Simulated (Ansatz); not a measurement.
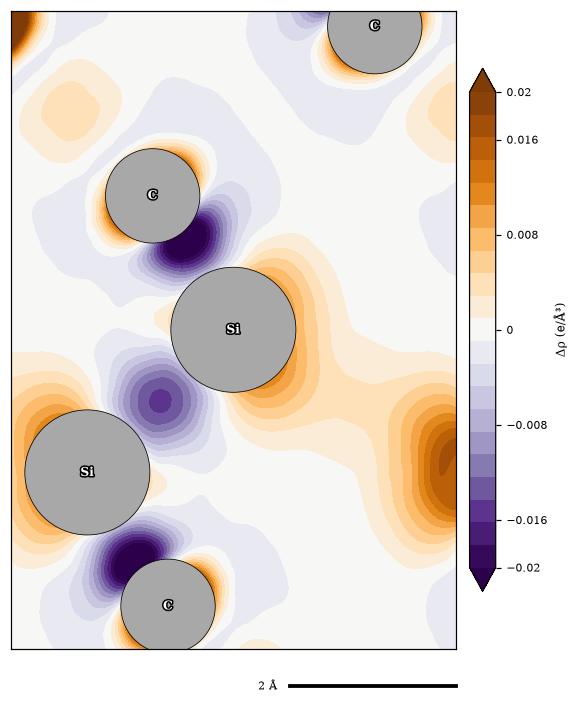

SiC3. Difference of the valence pseudo-densities of two functionals at the same geometry, on the (101̄) plane of the calculation cell: PBE less r2SCAN.

Space group R-3m; a generated structure, not necessarily the stable one.

Both computed with Ansatz (plane waves, PAW), on the same k-point mesh. Grey discs cover the atomic cores.

```yaml
crystal:
  lattice:
    - [2.81584, 1.62572, 3.32798]
    - [-2.81584, 1.62572, 3.32798]
    - [0.00000, -3.25145, 3.32798]
  atoms:
    - { symbol: Si, position: [0.62304, 0.62304, 0.62304] }
    - { symbol: Si, position: [0.37696, 0.37696, 0.37696] }
    - { symbol: C, position: [0.70920, 0.14598, 0.14598] }
    - { symbol: C, position: [0.85402, 0.29080, 0.85402] }
    - { symbol: C, position: [0.14598, 0.70920, 0.14598] }
    - { symbol: C, position: [0.29080, 0.85402, 0.85402] }
    - { symbol: C, position: [0.14598, 0.14598, 0.70920] }
    - { symbol: C, position: [0.85402, 0.85402, 0.29080] }
```

### Where does the change of functional move the electrons?

Against r2SCAN, PBE gives less density around C (−0.007 e/Å³ on average at 0.8 Å from the nucleus) and a change of −0.017 e/Å³ at the midpoint of Si–C and −0.015 e/Å³ at the midpoint of Si–Si.
